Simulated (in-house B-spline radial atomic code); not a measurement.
```
Z = 4
electrons = 4.0
configuration = [He] 2s2
hamiltonian = x2c
method = hse06
lmax = 9
rms_radius = 2.519
spin_polarised = False
box_radius = 40.0
intervals = 75
ion_configuration = [He] 2s1
```

Run as:
```bash
python run_gw.py task.json out
```

All-electron spherical atom, scalar X2C, HSE06 start, no spin-orbit coupling, Breit or QED terms; computed with a B-spline radial code. The quasi-particle equation is solved at full frequency; levels of low quasi-particle weight Z are left out.

Parts of the G₀W₀ correction to each level for neutral beryllium:

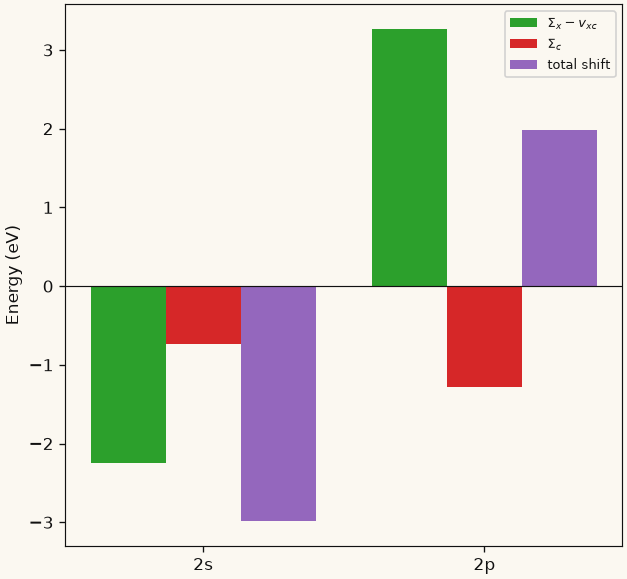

G₀W₀ moves the highest occupied level, 2s, from −6.09 to −9.08 eV (renormalisation factor Z = 0.82); the measured removal energy is 9.32 eV, so the error is −0.24 eV. The empty level 2p goes from −1.58 to 0.41 eV.

```json
{"Level": "2s", "Mean field (eV)": "−6.09", "Σx − vxc (eV)": "−2.25", "Σc (eV)": "−0.73", "Z": "0.82", "G₀W₀ (eV)": "−9.08"}
{"Level": "2p", "Mean field (eV)": "−1.58", "Σx − vxc (eV)": "3.27", "Σc (eV)": "−1.28", "Z": "0.88", "G₀W₀ (eV)": "0.41"}
```
